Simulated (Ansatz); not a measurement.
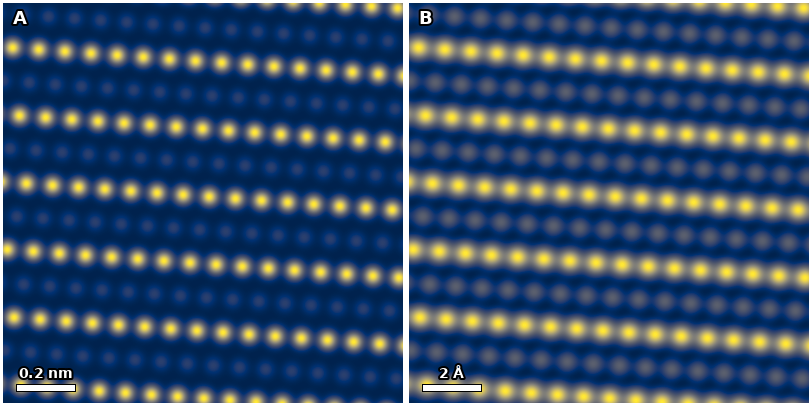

Two simulated images of the same area of NiAu (R-3m, No. 166) along [101], with a probe of 0.50 Å. One is incoherent Z contrast (Z^1.7 per atom), the other the projected potential of neutral atoms blurred by the probe (iDPC-like, thin sample). Brightness is counted from the darkest point of the image. Atomic positions: the geometry relaxed with DFT PBEsol, scalar-relativistic, plane waves, PAW (Ansatz 0.2.0); the starting structure was generated, so it need not be a known form of this composition.

Which panel is which, and how can one tell?

A is the Z-contrast image and B the potential image. The columns of 1 Ni per repeat reach about 17 % of the brightest peak (1 Au) in A but about 34 % in B, mainly since the potential grows much more slowly with atomic number.
